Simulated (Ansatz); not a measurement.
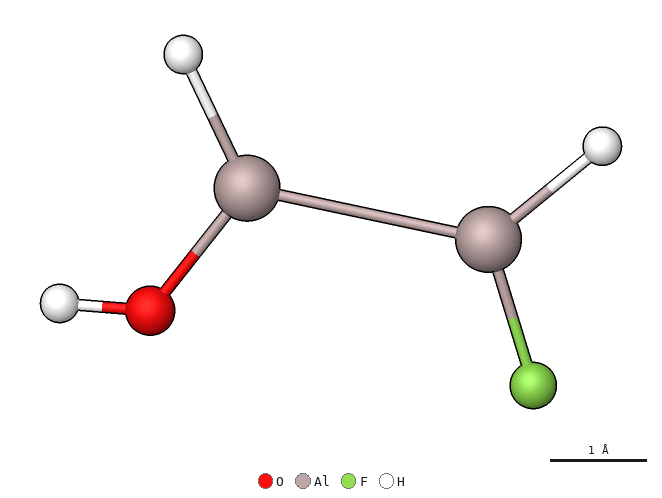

Every bond is drawn as one stick, whatever its order.

Computed geometry: PBE0-D4/def2-TZVP optimisation. No frequency run is at hand to confirm it as a minimum.

Describe the molecule.

Formula Al₂FH₃O. This geometry has Cs symmetry. All atoms lie on one plane. Coordination: 1 O bent; 2 Al trigonal planar.

The parts below concern this one geometry. Atoms keep their numbers from picture to picture.

## Shape

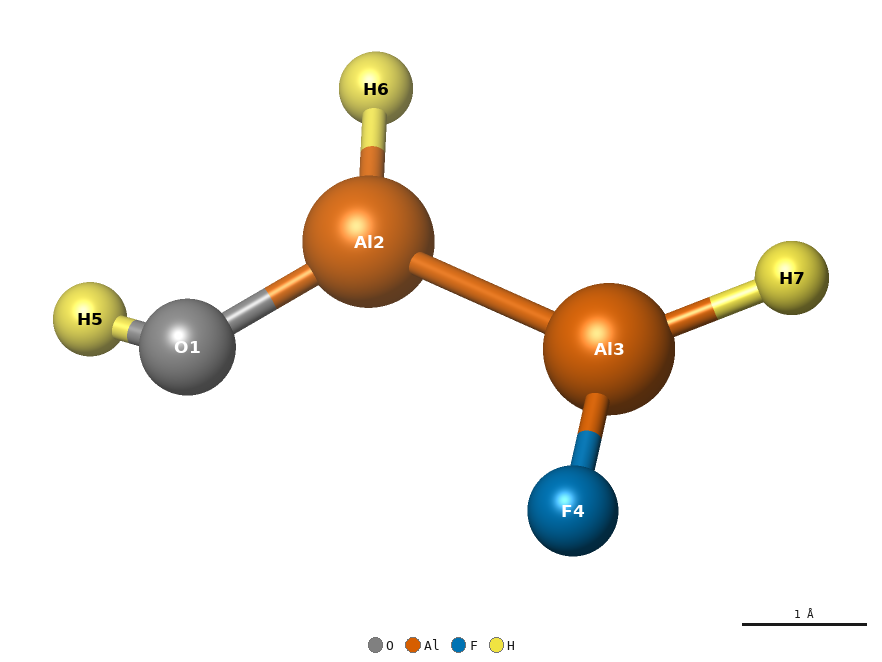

Atoms carry their numbers in the input. No frequency run is at hand to confirm it as a minimum.

Give these bond angles: Al2–O1–H5, O1–Al2–Al3, O1–Al2–H6, Al3–Al2–H6, Al2–Al3–F4, Al2–Al3–H7, F4–Al3–H7.

```tsv
angle	degrees
Al2–O1–H5	123.3
O1–Al2–Al3	115.6
O1–Al2–H6	118.1
Al3–Al2–H6	126.2
Al2–Al3–F4	117.9
Al2–Al3–H7	127.7
F4–Al3–H7	114.4
```

## Electronic properties

No frequency run is at hand to confirm it as a minimum. Properties computed with RKS PBE0-D4/def2-TZVPP (Ansatz 0.2.0).

What does the calculation give?

- HOMO energy (Kohn–Sham orbital): −7.21 eV
- LUMO energy (Kohn–Sham orbital): −2.46 eV
- HOMO–LUMO gap: 4.74 eV
- dispersion correction: −8.6 kJ/mol

## Charges

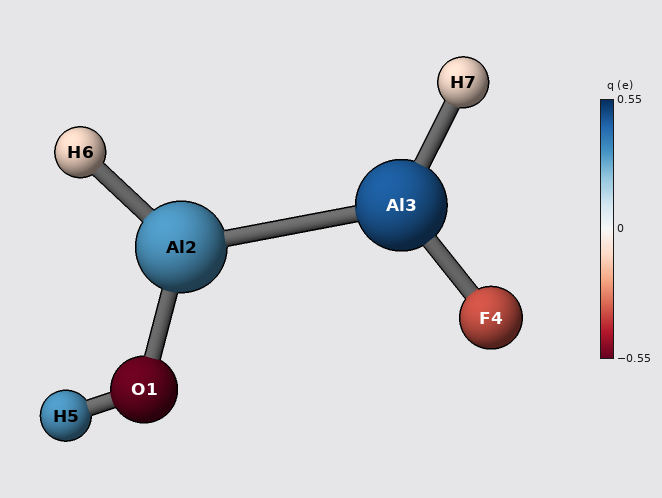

Atoms are coloured by their Mulliken charges. No frequency run is at hand to confirm it as a minimum. Method: RKS PBE0-D4/def2-TZVP (Ansatz 0.2.0).

Give the Mulliken charges atom by atom.

| atom | value (e) |
| --- | --- |
| O1 | −0.54 |
| Al2 | 0.31 |
| Al3 | 0.45 |
| F4 | −0.35 |
| H5 | 0.31 |
| H6 | −0.10 |
| H7 | −0.09 |

## Dipole moment

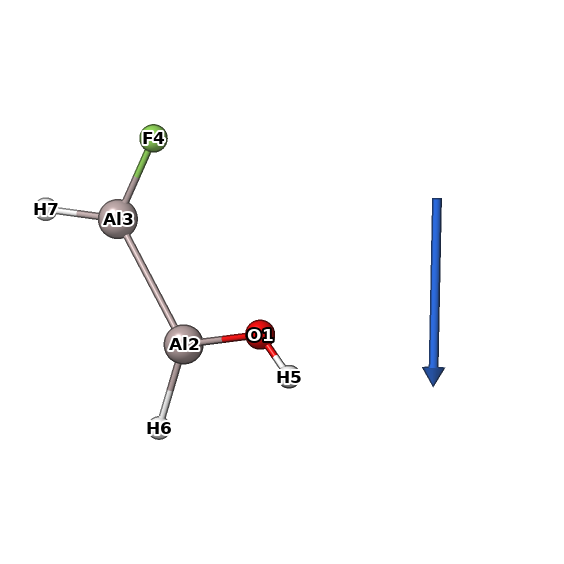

The arrow beside the molecule shows the direction of the dipole moment, from the negative to the positive end (its length means nothing). No frequency run is at hand to confirm it as a minimum. Properties computed with RKS PBE0-D4/def2-TZVP (Ansatz 0.2.0).

How large is the dipole moment?

2.52 D; it points from the side of F4 to the side of H6 (the outermost atoms at the two ends).

Mulliken values depend strongly on the basis set and can even reverse the polarity of a bond.
